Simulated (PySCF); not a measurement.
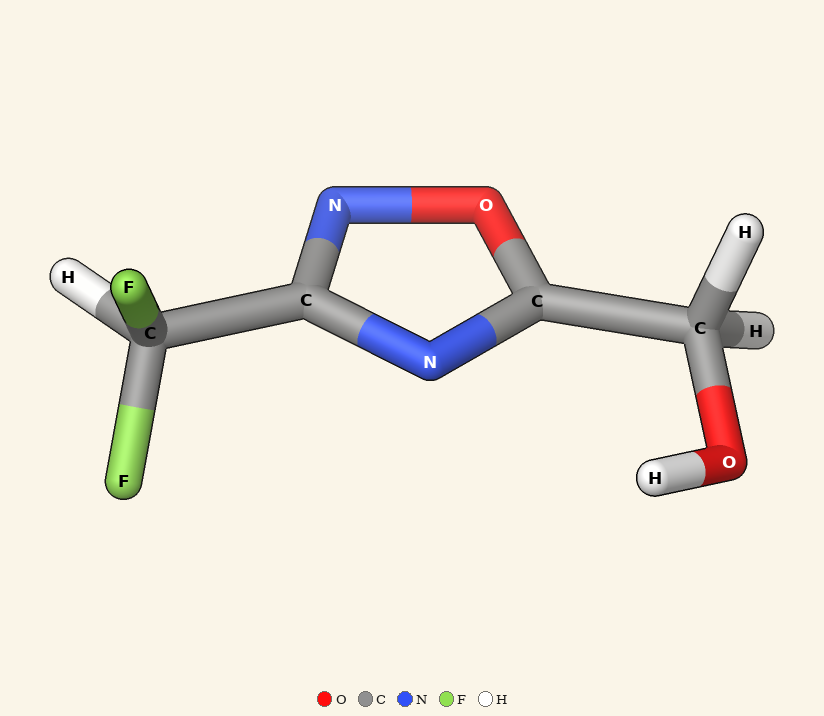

Every bond is drawn as one stick, whatever its order.

The geometry was computed by an optimisation with GFN2-xTB. No frequency run is at hand to confirm it as a minimum.

What does the picture show?

It has 14 atoms: 4 carbon, 4 hydrogen, 2 fluorine, 2 nitrogen and 2 oxygen (C₄H₄F₂N₂O₂). SMILES: `OCc1nc(C(F)F)no1`. Independent rings (smallest set): 1 of 5 members, 1 of them aromatic. Among its groups: alcohol, C–F bond. This geometry has C1 symmetry. Coordination: 2 O bent; 2 C tetrahedral; 2 C trigonal planar; 2 N bent.

The parts below concern this one geometry. Atoms keep their numbers from picture to picture.

## Charges

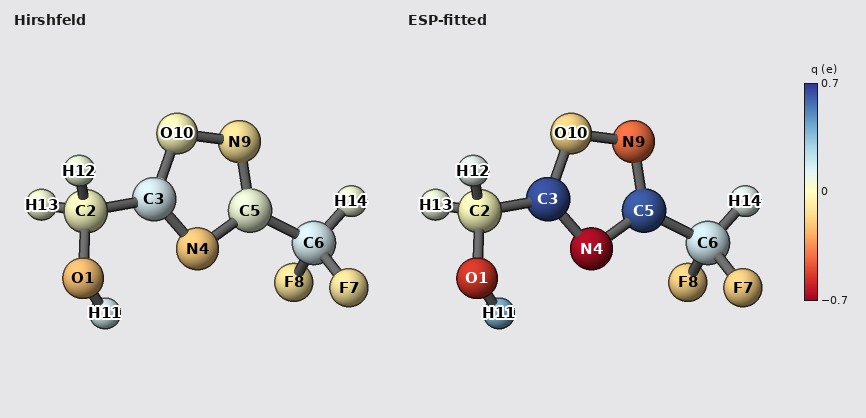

Atomic charges of one calculation by 2 schemes, on one colour scale. No frequency run is at hand to confirm it as a minimum. Method: PBE0/pcSseg-1 (PySCF 2.14.0).

**Which scheme gives the most polar picture (largest mean size of the charges)?**

The ESP-fitted charges are the largest in size here.

**On which atom do the schemes disagree most?**

On C5 (from 0.07 to 0.61 e).

List the charges (e), one line for each set of equivalent atoms.

```json
{"atom": "O1", "Hirshfeld": "−0.22", "ESP-fitted": "−0.53"}
{"atom": "C2", "Hirshfeld": "0.01", "ESP-fitted": "0.00"}
{"atom": "C3", "Hirshfeld": "0.15", "ESP-fitted": "0.63"}
{"atom": "N4", "Hirshfeld": "−0.19", "ESP-fitted": "−0.65"}
{"atom": "C5", "Hirshfeld": "0.07", "ESP-fitted": "0.61"}
{"atom": "C6", "Hirshfeld": "0.15", "ESP-fitted": "0.16"}
{"atom": "F7", "Hirshfeld": "−0.10", "ESP-fitted": "−0.17"}
{"atom": "F8", "Hirshfeld": "−0.10", "ESP-fitted": "−0.17"}
{"atom": "N9", "Hirshfeld": "−0.11", "ESP-fitted": "−0.41"}
{"atom": "O10", "Hirshfeld": "−0.02", "ESP-fitted": "−0.15"}
{"atom": "H11", "Hirshfeld": "0.16", "ESP-fitted": "0.38"}
{"atom": "H12", "Hirshfeld": "0.07", "ESP-fitted": "0.11"}
{"atom": "H13", "Hirshfeld": "0.05", "ESP-fitted": "0.07"}
{"atom": "H14", "Hirshfeld": "0.06", "ESP-fitted": "0.11"}
```

## Electronic properties

No frequency run is at hand to confirm it as a minimum. Method: PBE0/def2-SVPD, gas phase (PySCF 2.14.0). Excitations: vertical, linear response.

**What is the lowest vertical singlet excitation?**

6.01 eV.

**What is the dipole moment?**

1.84 D.

**Estimate the brightest of the 6 lowest singlets.**

7.02 eV.

**What is the mean static polarisability?**

67.9 bohr³.

## Quadrupole coupling

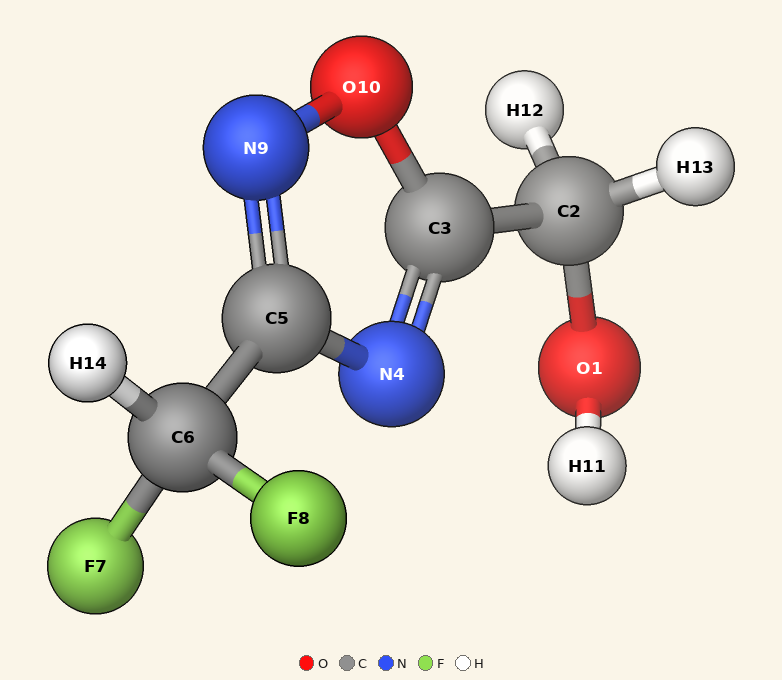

No frequency run is at hand to confirm it as a minimum. Electric field gradients from the ground-state density, PBE0/pcSseg-1 (PySCF 2.14.0), non-relativistic apart from any core potentials.

Give the largest field-gradient component, the quadrupole coupling constant and the asymmetry for 17O at O1 (Q = −25.6 mb), 14N at N4 (Q = 20.44 mb), 14N at N9 (Q = 20.44 mb), 17O at O10 (Q = −25.6 mb), 2H at H11 (Q = 2.86 mb), 2H at H12 (Q = 2.86 mb), 2H at H13 (Q = 2.86 mb), 2H at H14 (Q = 2.86 mb).

```
atom  V_zz (a.u.)  e²qQ/h (MHz)     η
  O1       −2.049         12.33  0.92
  N4       −0.897         −4.31  0.03
  N9       −1.219         −5.85  0.93
 O10        1.764        −10.61  0.10
 H11        0.446         0.299  0.17
 H12        0.287         0.193  0.06
 H13        0.271         0.182  0.06
 H14        0.264         0.177  0.01
```

## NMR shielding

The questions are on isotropic NMR shieldings of the N atoms. No frequency run is at hand to confirm it as a minimum. Level of theory: GIAO PBE0/pcSseg-1 NMR shielding, non-relativistic, gas phase (PySCF 2.14.0).

List the isotropic NMR shieldings of the N atoms.

```csv
atom,σ (ppm)
N4,−4.2
N9,−136.6
```
